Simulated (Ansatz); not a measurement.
**SiCl2 (SMILES Cl[Si]Cl): r2SCAN0/STO-3G**

What is the electronic atomisation energy of SiCl2 at r2SCAN0/STO-3G? 

The results are computed with Ansatz 0.2.0.

39 further runs of the same task are left out: 5 that didn't finish, 34 set aside as unsound or not needed.

## 1. The molecule

SiCl2 has 3 atoms, charge 0, and is taken as a singlet. As SMILES, `Cl[Si]Cl`. Geometry: relaxed at PBE0-D4/def2-TZVP.

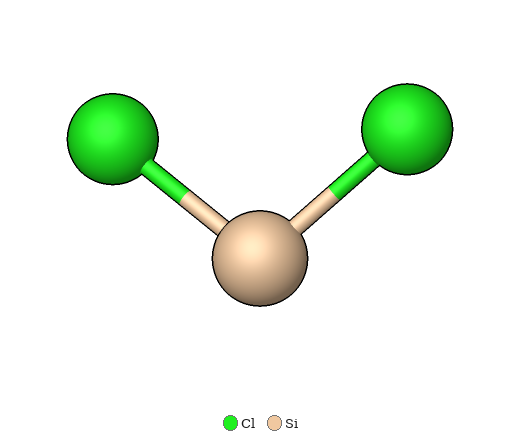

Viewed from a chosen angle; chlorine green, silicon light orange.

## 2. A single-point energy at r2SCAN0/STO-3G

Contents of in.yaml:

```yaml
basis:
  gaussian:
    orbitals: STO-3G
crystal:
  periodic: [false, false, false]
  atoms:
    - {symbol: Cl, position_ang: [0.293800, 1.603800, 0.338000]}
    - {symbol: Si, position_ang: [-0.770100, -0.010400, -0.422000]}
    - {symbol: Cl, position_ang: [0.476300, -1.593400, 0.084000]}
hamiltonian:
  xc: {name: r2SCAN0}
accuracy: high
```

On the command line:

```
$ ansatz run in.yaml --threads 1 --pin off --max-ram 2610MiB --events-out events.jsonl --progress --plain --runs-dir runs
```

Log:

```text
Warning: RAYON_NUM_THREADS=1 ignored (pool sized by the plan → 1); use --threads N
Functional definition: r2SCAN0
  name "r2SCAN0"
  parameter a = 0.25
  parameter k0 = 0.174
  parameter k1 = 0.065
  parameter a1 = 4.9479
  exchange = (1 - a)*r2scan_x(k0 = k0, k1 = k1, a1 = a1) + a*exact_x
  correlation = r2scan_c
481 factors; integrals over basis functions are off by at most 1.5e-8 eV
mean field evaluation 1: about -32558.2025 eV, gradient 2.0e1 eV
mean field evaluation 2: about -32557.4620 eV, gradient 2.6e1 eV
mean field evaluation 4: about -32560.5211 eV, gradient 3.9e-2 eV
mean field evaluation 8: about -32560.5390 eV, gradient 1.8e-3 eV
mean field evaluation 16: about -32560.5390 eV, gradient 1.1e-8 eV
mean field -32560.53897726 eV, -1196.5777370882 hartree, gradient 1.1e-8 eV, S^2 0.000000; 0 other end points of the search recorded, 0 dependent functions left out
reference -32560.53897749 eV, -1196.5777370966 hartree; 24, 24 occupied and 3, 3 virtual orbitals, 481 factors
Total energy: -32560.53897749 eV, -1196.5777370966 hartree
```

Run time: 3.3 s. Hardware: 1 thread of Arm Neoverse V1, shared host; peak memory 0.14 GiB.

## 3. The Cl atom, same level

Contents of input.yaml:

```yaml
crystal:
  periodic: [false, false, false]
  atoms:
    - {symbol: Cl, position_ang: [0.000000, 0.000000, 0.000000]}
basis:
  gaussian: {orbitals: STO-3G}
magnetization: {spin_polarized: true, initial_magnetization: 1}
hamiltonian: {xc: {name: r2SCAN0}}
accuracy: high
```

Run the same way, it converges to -455.13078 Eh (log not shown).

## 4. The Si atom, same level

Contents of input.yaml:

```yaml
crystal:
  periodic: [false, false, false]
  atoms:
    - {symbol: Si, position_ang: [0.000000, 0.000000, 0.000000]}
basis:
  gaussian:
    orbitals: STO-3G
magnetization:
  spin_polarized: true
  initial_magnetization: 2
hamiltonian:
  xc: {name: r2SCAN0}
accuracy: high
```

Run the same way, it converges to -285.92557 Eh (log not shown).

## 5. What came out

Level: r2SCAN0/STO-3G.

| quantity | value |
| --- | --- |
| molecule: total energy | -1196.57774 Eh |
| Cl atom: total energy | -455.13078 Eh |
| Cl atom: ⟨S²⟩ | 0.750 |
| Si atom: total energy | -285.92557 Eh |
| Si atom: ⟨S²⟩ | 2.000 |
| electronic atomisation energy | 10.629 eV |

**Reading.** Taking the molecule apart into free atoms costs 10.63 eV (1026 kJ/mol), before zero-point energy and without spin-orbit coupling. In a minimal basis such a difference can be off by several eV, whatever the method.
